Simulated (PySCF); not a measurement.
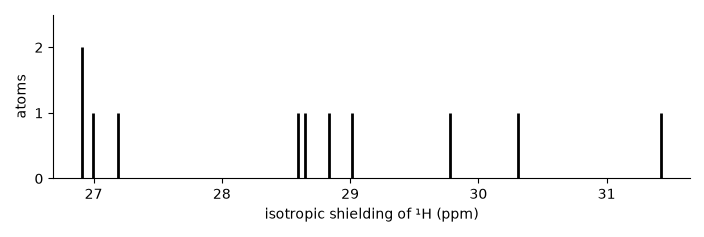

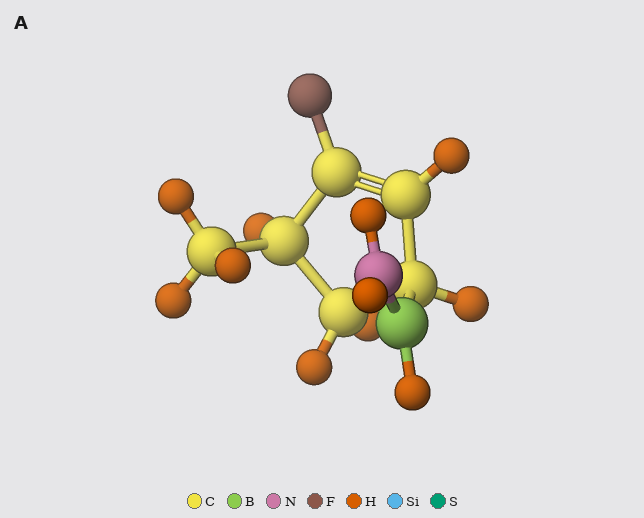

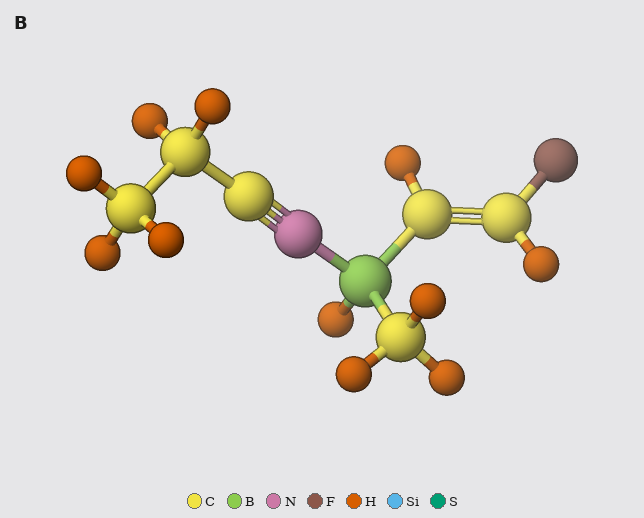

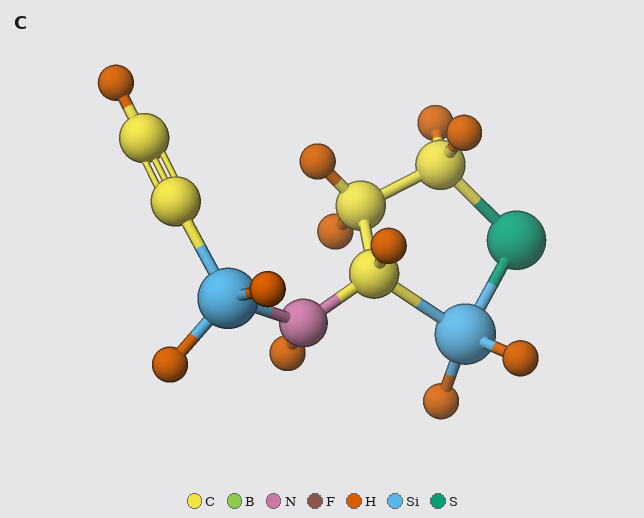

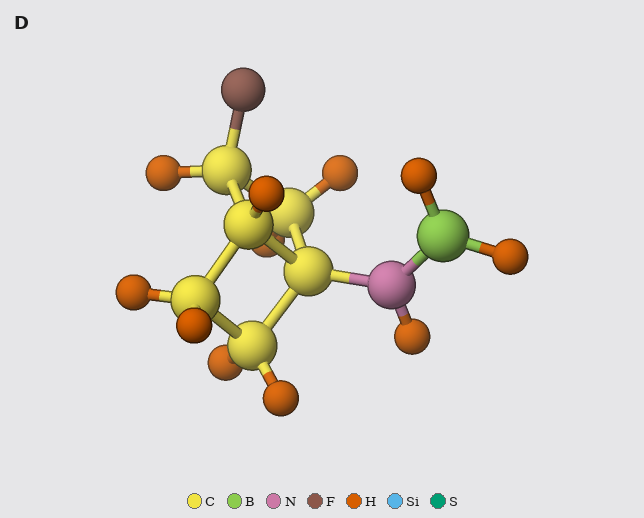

The sticks are computed shieldings of one of the molecules, for one fixed geometry (GFN2-xTB) without averaging over rotations. Low shielding means a high chemical shift. Method: GIAO PBE0/pcSseg-1 NMR shielding, non-relativistic, gas phase (PySCF 2.14.0).

Match the spectrum to a structure.

Answer. C, `C#C[SiH2]N[C@@H]1CCS[SiH2]1`. Its 11 H atoms give lines at 26.91 (2 atoms), 27.00, 27.19, 28.60, 28.65, 28.84, 29.01, 29.78, 30.31, 31.42 ppm.

The geometry is semi-empirical. Around B, Si such bond lengths and angles can be off by a tenth of an ångström or more and by several degrees, and values that hang on the shape move with them.
